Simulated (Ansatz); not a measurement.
# HF/3-21G run of SiH4O3 (SMILES O[SiH](O)O)

What is the electronic atomisation energy of SiH4O3 at HF/3-21G? 

The calculation is run with Ansatz 0.2.0.

30 further runs of the same task are left out: 30 set aside as unsound or not needed. Runs told in other sessions of the task aren't counted.

### Step 1. Starting point

SiH4O3: 8 atoms, total charge 0, spin state singlet. SMILES: `O[SiH](O)O`. The shape is that of a PBE0-D4/def2-TZVP optimisation. This is one conformer, not always the lowest.

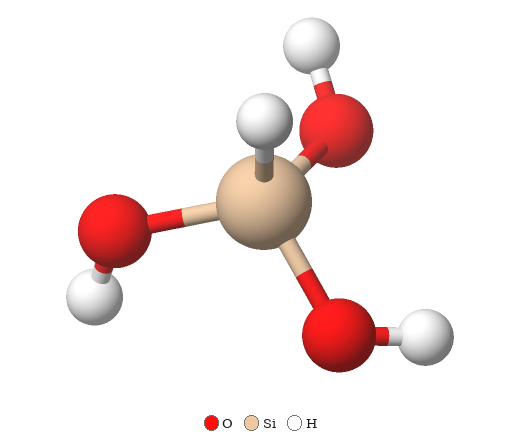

The structure, seen from a chosen angle (oxygen red, silicon light orange, hydrogen white).

### Step 2. The energy at HF/3-21G

The input, job.yaml:

```yaml
basis:
  gaussian:
    orbitals: 3-21G.json
crystal:
  periodic: [false, false, false]
  atoms:
    - {symbol: O, position_ang: [0.057900, 1.618800, -0.225000]}
    - {symbol: Si, position_ang: [-0.171600, 0.082600, 0.269200]}
    - {symbol: O, position_ang: [1.169300, -0.861100, 0.196500]}
    - {symbol: O, position_ang: [-1.250800, -0.639700, -0.721300]}
    - {symbol: H, position_ang: [0.176800, 1.769800, -1.164500]}
    - {symbol: H, position_ang: [-0.642800, 0.209400, 1.662000]}
    - {symbol: H, position_ang: [1.894900, -0.655000, 0.786800]}
    - {symbol: H, position_ang: [-1.141700, -1.581700, -0.859700]}
hamiltonian:
  xc: hf
accuracy: high
output: {orbitals: {seedname: orbitals}}
```

The basis set 3-21G is read from a file made from the Basis Set Exchange's data (not shown).

Launch:

```bash
$ ansatz run job.yaml --threads 1 --pin off --max-ram 3480MiB --events-out events.jsonl --progress --plain --runs-dir runs
```

Output:

```text
Warning: RAYON_NUM_THREADS=1 ignored (pool sized by the plan → 1); use --threads N
Functional definition: HF
  name "HF"
  exchange = exact_x
  correlation = 0
1050 factors; integrals over basis functions are off by at most 3.6e-9 eV
mean field evaluation 1: about -13960.8122 eV, gradient 4.7e1 eV
mean field evaluation 2: about -13961.0781 eV, gradient 4.8e1 eV
mean field evaluation 4: about -13964.8857 eV, gradient 1.8e0 eV
mean field evaluation 8: about -13964.9224 eV, gradient 9.0e-2 eV
mean field evaluation 16: about -13964.9224 eV, gradient 4.6e-8 eV
mean field -13964.92244345 eV, -513.2014340325 hartree, gradient 4.6e-8 eV, S^2 0.000000; 0 other end points of the search recorded, 0 dependent functions left out
reference -13964.92244345 eV, -513.2014340325 hartree; 21, 21 occupied and 27, 27 virtual orbitals, 1050 factors
Total energy: -13964.92244345 eV, -513.2014340325 hartree
```

It took 0.5 s on 1 thread of Arm Neoverse V2, shared host; peak memory 0.096 GiB.

### Step 3. The H atom, same level

The input, run.yaml:

```yaml
crystal:
  periodic: [false, false, false]
  atoms:
    - {symbol: H, position_ang: [0.000000, 0.000000, 0.000000]}
basis:
  gaussian:
    orbitals: 3-21G.json
magnetization:
  spin_polarized: true
  initial_magnetization: 1
hamiltonian:
  xc: hf
accuracy: high
```

The basis set 3-21G is read from a file made from the Basis Set Exchange's data (not shown).

Run the same way, it converges to -0.49620 Eh (log not shown).

### Step 4. The O atom at the same level

The input, run.yaml:

```yaml
crystal:
  periodic: [false, false, false]
  atoms:
    - {symbol: O, position_ang: [0.000000, 0.000000, 0.000000]}
basis:
  gaussian: {orbitals: 3-21G.json}
magnetization: {spin_polarized: true, initial_magnetization: 2}
hamiltonian: {xc: hf}
accuracy: high
```

The basis set 3-21G is read from a file made from the Basis Set Exchange's data (not shown).

Run the same way, it converges to -74.39366 Eh (log not shown).

### Step 5. The Si atom, same level

The input, in.yaml:

```yaml
crystal:
  periodic: [false, false, false]
  atoms:
    - {symbol: Si, position_ang: [0.000000, 0.000000, 0.000000]}
basis:
  gaussian:
    orbitals: 3-21G.json
magnetization:
  spin_polarized: true
  initial_magnetization: 2
hamiltonian:
  xc: hf
accuracy: high
```

The basis set 3-21G is read from a file made from the Basis Set Exchange's data (not shown).

Launch:

```bash
$ ansatz run in.yaml --threads 1 --pin off --max-ram 3480MiB --events-out events.jsonl --progress --plain --runs-dir runs
```

Output:

```text
Warning: RAYON_NUM_THREADS=1 ignored (pool sized by the plan → 1); use --threads N
[... 4 set-up lines as earlier in the session ...]
78 factors; integrals over basis functions are off by at most 3.4e-9 eV
mean field evaluation 1: about -7818.9387 eV, gradient 2.7e0 eV
mean field evaluation 2: about -7818.9448 eV, gradient 2.7e0 eV
mean field evaluation 4: about -7819.0416 eV, gradient 1.1e-1 eV
mean field evaluation 8: about -7819.0403 eV, gradient 3.5e-8 eV
mean field evaluation 16: about -7819.0456 eV, gradient 1.7e-3 eV
mean field evaluation 32: about -7819.0403 eV, gradient 8.0e-3 eV
mean field -7819.04028989 eV, -287.3444307175 hartree, gradient 4.7e-8 eV, S^2 2.000009; 1 other end points of the search recorded, 0 dependent functions left out
reference -7819.04028989 eV, -287.3444307175 hartree; 8, 6 occupied and 5, 7 virtual orbitals, 78 factors
Total energy: -7819.04028989 eV, -287.3444307175 hartree
```

It took 0.06 s on 1 thread of Arm Neoverse V2, shared host.

### Step 6. Outcome

At HF/3-21G:

```
                     quantity          value
       molecule: total energy  -513.20143 Eh
        molecule: HOMO energy      -12.70 eV
        molecule: LUMO energy        5.93 eV
      molecule: HOMO–LUMO gap       18.63 eV
         H atom: total energy    -0.49620 Eh
                 H atom: ⟨S²⟩          0.750
         O atom: total energy   -74.39366 Eh
                 O atom: ⟨S²⟩          2.001
        Si atom: total energy  -287.34443 Eh
                Si atom: ⟨S²⟩          2.000
electronic atomisation energy      18.810 eV
```

**Reading.** Taking the molecule apart into free atoms costs 18.81 eV (434 kcal/mol), before zero-point energy and without spin-orbit coupling. Hartree–Fock lacks the correlation of the bonding pairs, which as a rule makes this value much too low; in minimal bases other errors can mask that. The basis has no polarisation functions, which makes bonds too weak.
